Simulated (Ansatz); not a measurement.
The calculation's input:

```
crystal:
  periodic: [false, false, false]
  atoms:
    - { symbol: "N", position_ang: [0.0417, -1.7659, 0.0798] }
    - { symbol: C, position_ang: [0.7836, -0.5572, 0.4578] }
    - { symbol: F, position_ang: [1.8987, -0.6068, -0.2894] }
    - { symbol: Si, position_ang: [0.0127, 1.1203, 0.127] }
    - { symbol: O, position_ang: [-0.6277, 1.2806, -1.4443] }
    - { symbol: F, position_ang: [-1.3819, 1.1682, 1.0487] }
    - { symbol: H, position_ang: [-0.066, -1.7196, -0.943] }
    - { symbol: H, position_ang: [-0.9046, -1.6382, 0.4551] }
    - { symbol: H, position_ang: [0.68219, -2.30233, 0.69917] }
    - { symbol: H, position_ang: [0.8005, 2.2695, 0.5011] }
    - { symbol: H, position_ang: [-1.5587, 1.0056, -1.5285] }
basis:
  gaussian: { orbitals: def2-SVP }
hamiltonian:
  xc: pbe0
  dispersion: d4
relax:
  f_tol: 0.02
  max_steps: 50
output:
  orbitals: {}
```

Run with:

```sh
ansatz run input.yaml --threads 2 --pin off --max-ram 3072MiB --backend cpu --events-out ev --progress --plain --runs-dir out
```

The fields are those of the relaxed geometry.

All numbers below come from RKS PBE0-D4/def2-SVP (Ansatz).

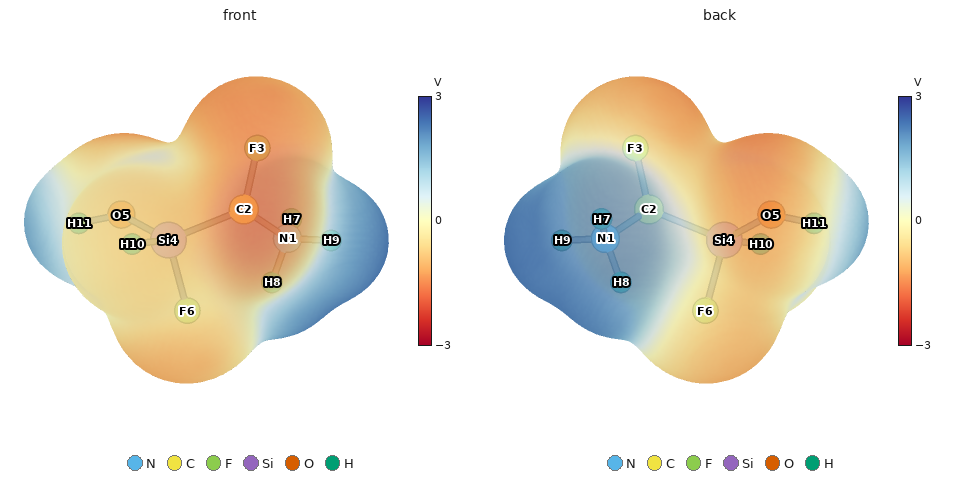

CH₅F₂NOSi. The molecular electrostatic potential painted on the density surface at 0.001 e/bohr³, seen from the front and from behind; red is negative and blue positive.

Q: Which sites attract a positive test charge, and which a negative one?

A: A positive charge is drawn to the negative regions and a negative charge to the positive ones. The most negative region (about −1.6 V, or −37 kcal/mol for a unit charge) lies over C2, the most positive (about +2.4 V, or +55 kcal/mol for a unit charge) over N1 and H9.
